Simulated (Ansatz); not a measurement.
# U and J of Mo in Ba2MoO4 in the K2NiF4 structure from cRPA

How strongly does the rest of the crystal screen the Mo shell of Ba2MoO4 in the K2NiF4 structure?

Main program and level: Ansatz 0.2.0; PBE, spin-polarised; plane waves, collinear spin, no spin–orbit coupling.

## (1) The structure

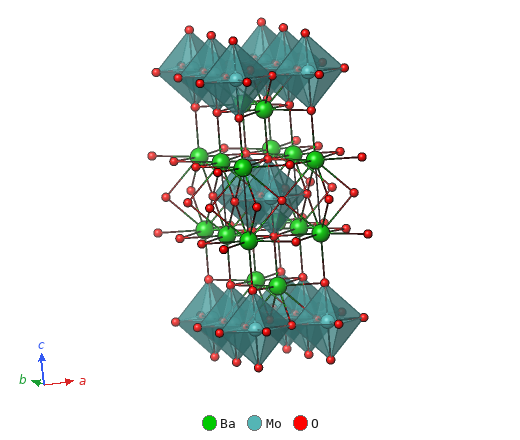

The starting structure, seen from a free direction (barium green, molybdenum teal, oxygen red). 1×2×1 cells are drawn. This picture shows the conventional cell, with its axes. Some periodic images of atoms are drawn too.

This cell was built for the study (K2NiF4 prototype, lattice guessed from radii), not taken from an experiment; the compound need not form in this structure.

The cell was relaxed beforehand in Ansatz under PBE with U = 1.3 eV on Mo d, ortho-atomic projectors, from parallel moments.

## (2) Ground state and band groups

Constrained RPA removes the screening that the model will treat itself, so the target bands must be set apart from the rest. This run gives the bands on the mesh of the screening.

The input, input.yaml:

```yaml
crystal:
  lattice:
    - [-2.032582194, 2.032582194, 6.76266107]
    - [2.032582194, -2.032582194, 6.76266107]
    - [2.032582194, 2.032582194, -6.76266107]
  atoms:
    - { symbol: Ba, position: [0.35368207, 0.35368207, 0.0] }
    - { symbol: Ba, position: [0.64631793, 0.64631793, 0.0] }
    - { symbol: Mo, position: [0.0, 0.0, 0.0], spin: 2.0 }
    - { symbol: O, position: [0.0, 0.5, 0.5] }
    - { symbol: O, position: [0.5, 0.0, 0.5] }
    - { symbol: O, position: [0.15430829, 0.15430829, 0.0] }
    - { symbol: O, position: [0.84569171, 0.84569171, 0.0] }
magnetization:
  spin_polarized: true
kpoints:
  mp_grid: { grid: [5, 5, 5] }
hamiltonian:
  xc: pbe
scf:
  occupations: { method: fermi_dirac, width: 0.1 }
  n_extra_bands: 16
output:
  eigenvalues: true
  hubbard:
    sites: [{ species: Mo, l: d }, { species: O, l: p }]
    band_weights: true
  write_density: true
  write_potential: true
  elf: true
  volumetric_format: npy
```

On the command line:

```console
$ ansatz run input.yaml --threads 4 --pin off --max-ram 8192MiB --backend cpu --events-out ev --progress --plain --runs-dir out
```

Numbers of over 12 decimals in the logs are rounded to 6 here.

Output:

```text
basis.fft_grid_basis auto: the FFT boxes are laid along the combinations [[1, -1, 0], [0, 1, 0], [1, 0, 1]] of the cell's own vectors, 5.749, 7.348 and 4.065 Å long. The dense box has 40×50×30 points. Along the cell's own vectors, as sized, it would have 50×50×50, 2.08 times as many. Of the 16 symmetry operations that the crystal satisfies within crystal.symmetry.tolerance (time reversal apart; of a slab, those that  [...]
scf.n_extra_bands = 16 over 29 filled bands (N_el = 58.0): the run solves 45 bands
Engine: ansatz 0.2.0, aarch64-unknown-linux-gnu
Pseudopotentials: kind: paw
Pseudopotential: Ba, paw, valence charge 10, recommended cutoff 420 eV (normal), Ba.paw.azcp
Pseudopotential: Mo, paw, valence charge 14, recommended cutoff 420 eV (normal), Mo.paw.azcp
Pseudopotential: O, paw, valence charge 6, recommended cutoff 420 eV (normal), O.paw.azcp
Functional definition: PBE
  parameter kappa = 0.804
  parameter beta = 0.066725
  exchange = pbe_x(kappa = kappa, mu = beta*pi^2/3)
  correlation = pbe_c(beta = beta)
Crystal: 7 atoms, lattice volume = 111.757 Å³
Basis set: ecut = 420 eV, 2235 PW (Γ), FFT grids on a1−a2, a2, a1+a3
Bands: 45, of which v1, the nominal top of the filled ones, is band 29 counted from 1 (28 counted from 0)
Symmetry: 16 space group operations
Space group: I4/mmm (ITA 139), of the structure as read, at distance tolerance 4.8e-5 Å
Magnetic group: BNS 139.531 (UNI 1191), of the structure as read, at distance tolerance 4.8e-5 Å
k-points: 18 of 125
Non-local potential: Ba, projectors of the file, l = 0: 3, l = 1: 2, l = 2: 2, l = 3: 2
Non-local potential: Mo, projectors of the file, l = 0: 3, l = 1: 2, l = 2: 2, l = 3: 1
Non-local potential: O, projectors of the file, l = 0: 2, l = 1: 2, l = 2: 1
PAW form: soft (Blöchl's): semilocal exchange-correlation on the pseudo side does not see the compensation charge
PAW one-centre angular grid: Ba, 194 points (default); XC on 64 Gauss nodes
PAW one-centre angular grid: Mo, 590 points (default); XC on 64 Gauss nodes
PAW one-centre angular grid: O, 110 points (default); XC on 64 Gauss nodes
Initial density: superposition of atomic densities (chi_scale 0.1, normalization cell, long waves kept (reshape's long-wave potential 0.29 eV rms))
Starting moments: Σ|m| = 2 μB on 1 of 7 sites
Initial wavefunctions: pseudopotential atomic-orbital guess
Functional: x = pbe(κ = 0.804, μ = 0.219515), c = pbe(β = 0.066725)
SCF iter   1: F=—  HF=-19136.515046 eV  |F-HF|=—  |Δ(HF+E_count)|=         —  Δρ=8.33e-2 (↑8.33e-2 ↓4.19e-2)  dr2=6.49e1  dr2_m=5.87e-1  M=0.361 μB ∫|m|=0.668 μB  β_m=0.30  ethr=3.10e-3  ⟨swp⟩=14.3  Hψ=11635  notcnv=0  defer=20
Mixer restart at iter 1: flushing history
[...]
SCF converged after 14 iterations
Magnetization: 1.0082 μB (29.5041 up, 28.4959 down)
Absolute magnetization: 1.0474 μB (∫|ρ↑−ρ↓|, with the PAW one-centre terms)
Spin contamination: 0.0055 ħ² per cell (⟨S²⟩ above its minimum at these occupations)
Per-site moments (μB) at R_I (Å): [(0.00471605, 1.112345), (0.00471605, 1.112345), (0.498914, 0.838440155025), (-0.00025023, 0.838440155025), (-0.00025023, 0.838440155025), (0.057221, 0.860916), (0.057221, 0.860916)]
Free energy (F): -19132.067068 eV
Harris-Foulkes:  -19132.067068 eV  (|F-HF|=1.30e-9)
Internal energy: -19131.989465 eV  (E = F + TS)
E sigma→0 (E₀):  -19132.028266 eV
Entropy (-TS):   -0.077604 eV (-11.086 meV/atom)
Fermi energy:    12.391053 eV
--- Per-component energies (eV) ---
  E_band       = -155.782307
  E_kinetic    = 1478.865129
  E_local      = -3628.051724  (includes V_loc(G=0)·N_el)
  E_nonlocal   = 447.457297
  E_hartree    = 1391.413550
  E_xc         = -817.940480
  E_vxc        = -881.063207  (∫ρ·V_xc dr)
  E_paw        = -14283.437028  (= ΣΔE_a)
  E_vpaw       = -355.827205  (= ΣTr[D̂ρ^β])
  E_aug_tail   = 0.009809  (compensation charges beyond the density's cutoff)
  E_ewald      = -3720.306017
  E_smearing   = -0.077604  (= −TS)
  E_closure    = 0.000000  (closes the sum)
  Σ components = -19132.067068   (vs F -19132.067068, Δ=0.00e0)
--- Band table (eV; the first three rows and the last of 36) ---
  k-point 0 ↑: bands = [... 25 lower, 9.3346, 9.3346, 9.3365, 10.4743, 11.5597, 11.5597, 13.7830, 13.9700, ... 12 higher]
  k-point 1 ↑: bands = [... 25 lower, 9.0230, 9.2130, 9.4647, 11.8575, 11.9491, 12.0377, 14.8604, 15.1907, ... 12 higher]
  k-point 2 ↑: bands = [... 25 lower, 9.2410, 9.2868, 9.3801, 12.9269, 13.0672, 13.4640, 14.4678, 15.3508, ... 12 higher]
  k-point 17 ↓: bands = [... 25 lower, 9.0358, 9.2439, 9.2861, 11.7923, 12.5802, 12.8463, 14.0310, 14.6861, ... 12 higher]
--- Occupation matrices: 5 shells (Löwdin-built; ε = 2.00e-2, provisional) ---
  Mo2 d_4D: site group D4h (4/mmm)
  Mo2 d_4D up     Tr n = 2.6582  λ = 0.340 0.365 0.565 0.694 0.694  [x2-y2 1.00 (Eg 1.00) B1g(1.00) | z2 1.00 (Eg 1.00) A1g(1.00) | xy 1.00 (T2g 1.00) B2g(1.00) | 2× xz 0.50 (T2g 1.00) Eg(1.00)]
  Mo2 d_4D dn     Tr n = 1.8552  λ = 0.327 0.337 0.337 0.353 0.502  [4× z2 0.25 (Eg 0.50) Eg(0.50) | xy 1.00 (T2g 1.00) B2g(1.00)]
  O3 p_2P: site group D2h (mmm)
  O3 p_2P up     Tr n = 2.5276  λ = 0.797 0.863 0.868  [x 1.00 B2u(1.00) | 2× z 0.50 B1u(0.50)]
  O3 p_2P dn     Tr n = 2.5275  λ = 0.805 0.857 0.865  [x 1.00 B2u(1.00) | 2× z 0.50 B1u(0.50)]
  O4 p_2P: site group D2h (mmm)
  O4 p_2P up     Tr n = 2.5276  λ = 0.797 0.863 0.868  [y 1.00 B2u(1.00) | 2× z 0.50 B1u(0.50)]
  O4 p_2P dn     Tr n = 2.5275  λ = 0.805 0.857 0.865  [y 1.00 B2u(1.00) | 2× z 0.50 B1u(0.50)]
  O5 p_2P: site group C4v (4mm)
  O5 p_2P up     Tr n = 2.6544  λ = 0.839 0.908 0.908  [z 1.00 A1(1.00) | 2× x 0.50 E(1.00)]
  O5 p_2P dn     Tr n = 2.5830  λ = 0.844 0.869 0.869  [z 1.00 A1(1.00) | 2× x 0.50 E(1.00)]
  O6 p_2P: site group C4v (4mm)
  O6 p_2P up     Tr n = 2.6544  λ = 0.839 0.908 0.908  [z 1.00 A1(1.00) | 2× x 0.50 E(1.00)]
  O6 p_2P dn     Tr n = 2.5830  λ = 0.844 0.869 0.869  [z 1.00 A1(1.00) | 2× x 0.50 E(1.00)]
  Tr n, λ and their labels are of the run-group-symmetrised matrices; stabiliser: 16 of 32 elements of G0×{1,Θ} (closed), max defect 1.8e-15 at τ = 4.2e-3
```

Elapsed: 8.1 s, on 4 threads of Arm Neoverse V1, shared host; peak memory 0.57 GiB; 30 s of CPU time.

The column dr2 measures how far the density is from self-consistency, as an energy; F and HF (Harris–Foulkes) agree once it is small.

Spin moment in the sphere by atom:

```
atom  spin moment in the sphere (μB)
 Ba1                           0.005
 Ba2                           0.005
 Mo3                           0.499
  O4                           0.000
  O5                           0.000
  O6                           0.057
  O7                           0.057
```

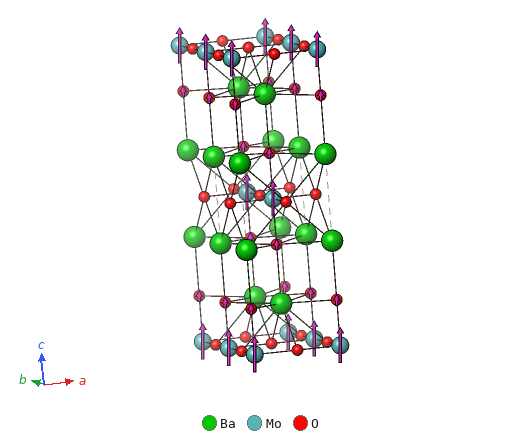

Spin moment in the sphere as arrows, the longest 0.499 μB. Up and down stand for the sign. Arrows give size and sign along the axis of quantisation, drawn up and down the page. Each arrow also spans its atom, so small moments look longer than they are. 1×2×1 conventional cells are drawn. Some periodic images of atoms are drawn too.

Groups of bands that stay apart from their neighbours at every point of the mesh, lie near the Fermi energy and have the count of the wanted orbitals are tried as targets.

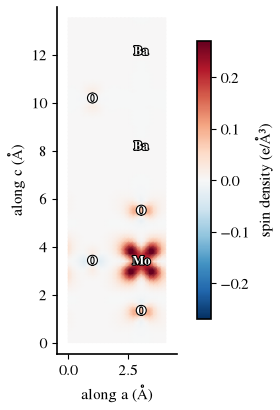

Spin density in the ac plane of the conventional cell at fractional y = 0.000, with atoms of Ba and Mo and O within 0.2 Å of it. The map starts off the cell's origin, so that atoms lie inside it.

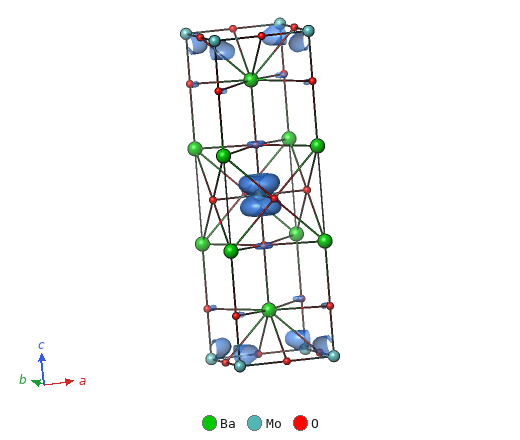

Surface of spin density = 0.088 e/Å³, which holds about 50 % of the integral of its size.

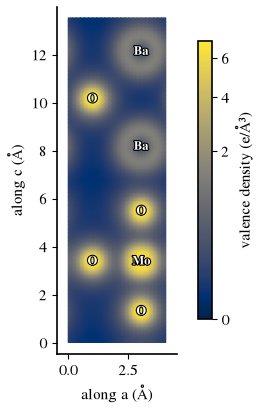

Valence density in the ac plane of the conventional cell at fractional y = 0.000, with atoms of Ba and Mo and O within 0.2 Å of it. It is the smooth field of the valence electrons, not physical close to the nuclei. The map starts off the cell's origin, so that atoms lie inside it. The colour scale is stretched toward low values.

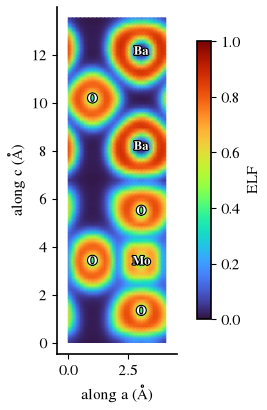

ELF in the ac plane of the conventional cell at fractional y = 0.000, with atoms of Ba and Mo and O within 0.2 Å of it. It is the smooth field of the valence electrons, not physical close to the nuclei. The map starts off the cell's origin, so that atoms lie inside it.

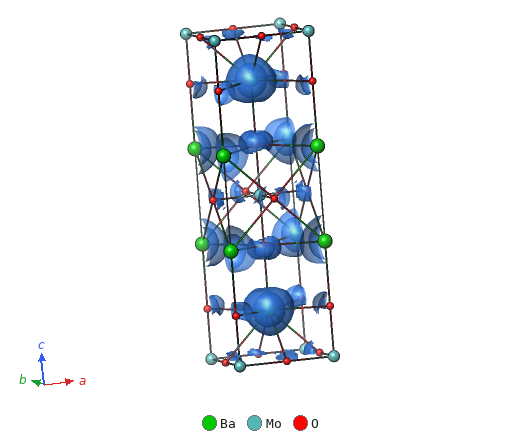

Surface of ELF = 0.8.

## (3) Target: t2g, bands v1 to c2 (loose bound)

Three bands of the xy, yz and zx orbitals make a small model; the other d bands and the ligand bands still screen. The screening is solved for all empty bands at once, to a loose bound.

Edit input.yaml of step 2 so:

```diff
@@ -24,8 +24,6 @@
   eigenvalues: true
-  hubbard:
-    sites: [{ species: Mo, l: d }, { species: O, l: p }]
-    band_weights: true
-  write_density: true
-  write_potential: true
-  elf: true
-  volumetric_format: npy
+  crpa:
+    kmesh: [5, 5, 5]
+    target_bands: [v1, c2]
+    projections: [{ species: Mo, l: d, orbitals: [dxz, dyz, dxy] }]
+    accuracy: low
```

Output:

```text
[...]
Crystal: 7 atoms, lattice volume = 111.757 Å³
Basis set: ecut = 420 eV, 2235 PW (Γ)
Bands: 45, of which v1, the nominal top of the filled ones, is band 29 counted from 1 (28 counted from 0)
Symmetry: 16 space group operations
[...]
k-points: 18 of 125
[...]
Starting moments: Σ|m| = 2 μB on 1 of 7 sites
[...]
SCF iter   1: F=—  HF=-19136.515015 eV  |F-HF|=—  |Δ(HF+E_count)|=         —  Δρ=8.33e-2 (↑8.33e-2 ↓4.19e-2)  dr2=6.49e1  dr2_m=5.87e-1  M=0.362 μB ∫|m|=0.667 μB  β_m=0.30  ethr=3.10e-3  ⟨swp⟩=14.1  Hψ=11551  notcnv=0  defer=22
[...]
SCF iter  14: F=-19132.067113 eV  HF=-19132.067113 eV  |F-HF|=1.60e-9  |Δ(HF+E_count)|=   2.54e-9  Δρ=7.29e-7 (↑7.29e-7 ↓6.21e-7)  dr2=2.39e-9  dr2_m=3.43e-11  M=1.008 μB ∫|m|=1.045 μB  ethr=3.44e-11  ⟨swp⟩=16.9  Hψ=9233  notcnv=0
SCF 1 converged in 14 iterations: F = -19132.067113 eV  dr2 = 2.39e-9
[...]
NSCF: frozen V_eff on 18 k-points
[...]
cRPA screening: q 1/125
cRPA screening: q 2/125
cRPA screening: q 6/125 (q-point 3)
cRPA screening: q 10/125 (q-point 6)
cRPA screening: q 18/125 (q-point 7)
cRPA screening: q 34/125 (q-point 8)
cRPA screening: q 42/125 (q-point 11)
cRPA screening: q 50/125 (q-point 12)
cRPA screening: q 66/125 (q-point 15)
cRPA screening: q 74/125 (q-point 32)
[...]
cRPA screening: q 108/125 (q-point 47)
cRPA screening: q 112/125 (q-point 48)
cRPA screening: q 120/125 (q-point 64)
cRPA screening: q 122/125 (q-point 68)
SCF converged after 14 iterations
Magnetization: 1.0082 μB (29.5041 up, 28.4959 down)
Absolute magnetization: 1.0474 μB (∫|ρ↑−ρ↓|, with the PAW one-centre terms)
[...]
Per-site moments (μB) at R_I (Å): [(0.00471607, 1.112345), (0.00471607, 1.112345), (0.498913, 0.838440155025), (-0.000250324, 0.838440155025), (-0.000250324, 0.838440155025), (0.057222, 0.860916), (0.057222, 0.860916)]
Free energy (F): -19132.067113 eV
[...]
Internal energy: -19131.989510 eV  (E = F + TS)
E sigma→0 (E₀):  -19132.028311 eV
Entropy (-TS):   -0.077603 eV (-11.086 meV/atom)
Fermi energy:    12.391061 eV
[...]
--- Band table (eV; the first three rows and the last of 36) ---
  k-point 0 ↑: bands = [... 25 lower, 9.3346, 9.3346, 9.3365, 10.4743, 11.5597, 11.5597, 13.7830, 13.9700, ... 12 higher]
  k-point 1 ↑: bands = [... 25 lower, 9.0230, 9.2130, 9.4647, 11.8575, 11.9491, 12.0377, 14.8604, 15.1907, ... 12 higher]
  k-point 2 ↑: bands = [... 25 lower, 9.2410, 9.2868, 9.3801, 12.9269, 13.0672, 13.4640, 14.4678, 15.3508, ... 12 higher]
  k-point 17 ↓: bands = [... 25 lower, 9.0358, 9.2439, 9.2861, 11.7923, 12.5802, 12.8463, 14.0310, 14.6861, ... 12 higher]
--- cRPA (band scheme, projected local orbitals): target bands 29..31 (1-based), 3 Wannier function(s), 5×5×5 mesh, 62 bands' worth read of 67 solved, ecut_chi 136.0 eV, v(q+G=0) probe_charge, pair densities all_electron ---
  χ-basis size per q: N_G = 385..414
  window electrons = 2.0000 (↑ 1.5451, ↓ 0.4549), filled by tetrahedron_uncorrected; constrained ε̄⁻¹(q = 0, 0) head = 0.203932; min gauge Gram eig = 0.5372
  Kanamori averages over each shell's own Wannier functions (sites counted from 0, functions from 1):
    Site 2, 4D, 3 of 5 d orbitals (Wannier functions 1, 2, 3; wannier90's mr 2, 3, 5):
      screened: U = 2.5685 eV, U' = 2.0226 eV, J = 0.2544 eV
      screened uu: U = 2.5793 eV, U' = 2.0312 eV, J = 0.2533 eV
      screened ud: U = 2.5678 eV, U' = 2.0225 eV, J = 0.2543 eV
      screened dd: U = 2.5592 eV, U' = 2.0144 eV, J = 0.2557 eV
      screened, to within: U = 3.8e-2 eV, U' = 3.8e-2 eV, J = 5.4e-3 eV
      screened uu, to within: U = 4.9e-2 eV, U' = 4.9e-2 eV, J = 6.2e-3 eV
      screened ud, to within: U = 4.9e-2 eV, U' = 4.9e-2 eV, J = 6.2e-3 eV
      screened dd, to within: U = 4.9e-2 eV, U' = 4.9e-2 eV, J = 6.2e-3 eV
      bare: V = 10.7805 eV, V' = 9.9399 eV, J = 0.3628 eV
      bare uu: V = 10.8129 eV, V' = 9.9607 eV, J = 0.3604 eV
      bare ud: V = 10.7786 eV, V' = 9.9393 eV, J = 0.3627 eV
      bare dd: V = 10.7517 eV, V' = 9.9204 eV, J = 0.3654 eV
  Hermiticity witness max|P − P†| over intra, direct and exchange elements: 2.22e-15 eV (screened), 1.25e-23 eV (bare)
  Reality witness max|Im| over intra, direct and exchange elements: 7.98e-20 eV (screened), 3.78e-19 eV (bare)
```

Wall time 28 min (4 threads); peak memory 1.4 GiB.

On average 65 % of these bands' weight lies on the d shell and 22 % on ligand p.

crpa.toml:

```text
format = "ansatz-crpa/5"
scheme = "band"
gauge = "projected_orbitals"
pair_densities = "all_electron"
channels = "collinear"
target_bands = [29, 31] # 1-based inclusive; [v1, c2]
n_wann = 3
kmesh = [5, 5, 5]
coulomb_singularity = "probe_charge" # how the value at q + G = 0 is made
n_bands = 62 # of the sum over states
n_bands_solved = 67 # n_bands and the guard bands above it
multiplets_cut = [] # where n_bands ends inside a multiplet, whose members the sum reads at an even weight
ecut_chi_ev = 136.0 # of the sum over states
n_g_chi_min = 385 # of the sum over states
n_g_chi_max = 414 # of the sum over states
occupation_method = "tetrahedron_uncorrected" # the fill of the pass's bands
window_electrons = 1.999999999999999
window_electrons_up = 1.545123985754878
window_electrons_down = 0.454876014245121
eps_inv_head = 0.20393244247730777 # over all bands where the run has bounds, under no bound itself
head_ev = 0.31427338208889494 # what the value at q + G = 0 adds to the screened u_ev, u_prime_ev and u_bar_ev
gauge_min_gram_eig = 0.5371647228118319
accuracy = "low"
bounded_pairs = "on_site"
relative_bound_asked = 0.05 # of a bounded pair's interaction with itself less a negative term about q + G = 0
relative_bound = 0.03755933989308302 # the widest that a transfer ended at; inf where a lower bound tells none
atom_cut_share = 0.015621738108108551 # the most of relative_bound that the cut of the atoms' weakest response takes off q + G = 0
n_iterations_per_q = [2, 2, 2, 2, 2, 2, 2, 2, 2, 2, 2, 2, 2, 2, 2, 2, 2, 2, 2, 2, 2, 2, 2, 2, 2, 2, 2, 2, 2, 2, 2, 2, 2, 2, 2, 2, 2, 2, 2, 2, 2, 2, 2, 2, 2, 2, 2, 2, 2, 2, 2, 2, 2, 2, 2, 2, 2, 2, 2, 2, 2, 2, 2, 2, 2, 2, 2, 2, 2, 2, 2, 2, 2, 2, 2, 2, 2, 2, 2, 2, 2, 2, 2, 2, 2, 2, 2, 2, 2, 2, 2, 2, 2, 2, 2, 2, 2, 2, 2, 2, 2, 2, 2, 2, 2, 2, 2, 2, 2, 2, 2, 2, 2, 2, 2, 2, 2, 2, 2, 2, 2, 2, 2, 2, 2] # Sternheimer iterations of each transfer, or of the one that it is turned from
solved_q = [0, 1, 2, 5, 6, 7, 10, 11, 14, 31, 34, 38, 42, 43, 46, 47, 63, 67] # counted from 0 in that order: the transfers that were solved themselves
n_responses = 3828 # of points of the mesh and spins, over the transfers in solved_q
omitted_band_gap_ev = 10.53679247967388 # the levels above the bands read over the highest of their spin channel that holds electrons, at the least
largest_band_residual_ev = 7.606323432195401e-6
dielectric_floor = 0.9423545273048952 # under the dielectric matrices' eigenvalues off q + G = 0

[[shells]]
site = 2 # counted from 0, as a deck's `site` is
l = "d"
label = "4D" # of the pseudo-atomic shell
wannier_functions = [1, 2, 3] # counted from 1, as the tensor files' indices are
mr = [2, 3, 5] # each function's real harmonic by wannier90's number, 1 to 2l+1, in the order of wannier_functions

[shells.screened]
u_ev = 2.5685164173684516
u_prime_ev = 2.02263640982484
j_ev = 0.25439811427980674

[shells.screened.uu]
u_ev = 2.5792560090255585
u_prime_ev = 2.031216817864619
j_ev = 0.253264012381427

[shells.screened.ud]
u_ev = 2.5678044967005214
u_prime_ev = 2.0224605196137784
j_ev = 0.2542950016688598

[shells.screened.dd]
u_ev = 2.5592006670472056
u_prime_ev = 2.014407782207185
j_ev = 0.25573844140008023

[shells.screened_half_width]
u_ev = 0.03742788106297909
u_prime_ev = 0.03734209301519739
j_ev = 0.005371369652000452

[shells.screened_half_width.uu]
u_ev = 0.04849131837770119
u_prime_ev = 0.0484130854863666
j_ev = 0.006153392202696559

[shells.screened_half_width.ud]
u_ev = 0.048502592352002494
u_prime_ev = 0.04843487419192375
j_ev = 0.006176468021328447

[shells.screened_half_width.dd]
u_ev = 0.04851481536827388
u_prime_ev = 0.048456198728568746
j_ev = 0.006199656802475227

[shells.bare]
v_ev = 10.780472361817573
v_prime_ev = 9.939943652788891
j_ev = 0.36277688283228704

[shells.bare.uu]
v_ev = 10.812871275656734
v_prime_ev = 9.960732245044918
j_ev = 0.36039965506313526

[shells.bare.ud]
v_ev = 10.778640600610577
v_prime_ev = 9.939314859146327
j_ev = 0.36265571099900357

[shells.bare.dd]
v_ev = 10.751736970392402
v_prime_ev = 9.92041264781799
j_ev = 0.36539645426800577
```

```
shell  U (eV)  U′ (eV)  J (eV)  bare U (eV)  bare J (eV)
Mo3 d    2.57     2.02    0.25        10.78         0.36
```

[end of part 1 of 2]

[Logs and program files are shortened in this print: banners, set-up blocks, solver, clock and traceback lines can be left out without a mark of their own.]

[Logs are printed without paths, hosts, clocks, repeated set-up lines and the standing remarks that a program may print on its own settings, such as how far it seeks lower states.]

[Hosts, paths, dates, database ids (printed as entryN), source tags and the programs' standing remarks are cut or masked in the printed files.]

[Where a cell is said to come from a database of computed structures, the database is the Materials Project.]
